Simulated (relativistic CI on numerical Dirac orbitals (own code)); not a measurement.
```
atom Rh  Z=45  charge=3  electrons=42
nucleus A=103  rms_radius_fm=4.4945
hamiltonian dirac-coulomb  breit=on  qed=on  c_scale=1
orbitals kli  potential=per-configuration
slater_scale 0.7
correlation none
mixing on
configurations
  [Kr] 4d6
  [Ne] 3s2 3p5 3d10 4s2 4p6 4d7
end
absorption M2,3 T=80 lorentz=3.0 gauss=0.4
crystal_field D4h 10Dq=25100 Ds=-210 Dt=-230
```

Multiplet model: relativistic Dirac–Coulomb–Breit theory, one configuration a step, Slater integrals scaled by 0.7, 80 K, Voigt broadening (Lorentzian 3 eV, Gaussian 0.4 eV full widths), computed with a radial Dirac CI code.

The M₂,₃ X-ray absorption spectrum that results, with the strongest transitions as sticks:

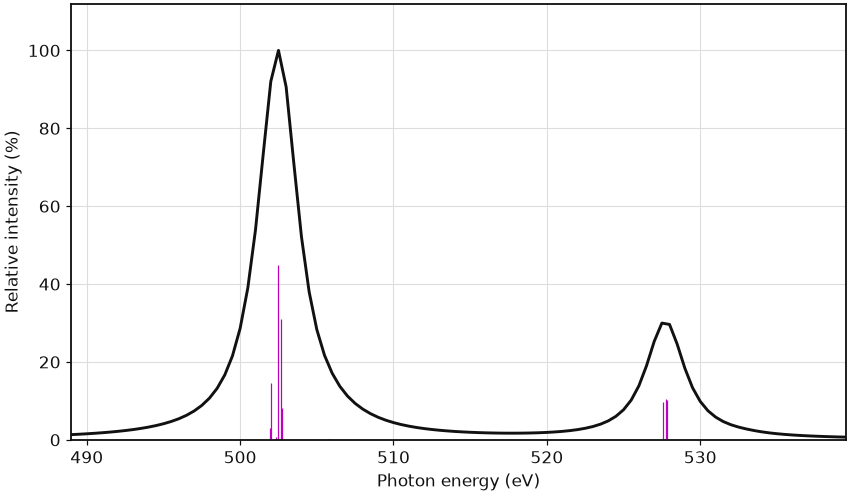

The main maxima lie at 502.5 eV (100) and 527.7 eV (30), heights in % of the largest; the centroid is at 508.3 eV. The lower edge holds 0.77 of the intensity (branching ratio, edges parted at 519 eV), and the core spin-orbit splitting of the orbitals is 25.3 eV. The ground state has S = 0.05.

Caveat: free-ion energies, so absolute edge positions are off by a few eV from solids.
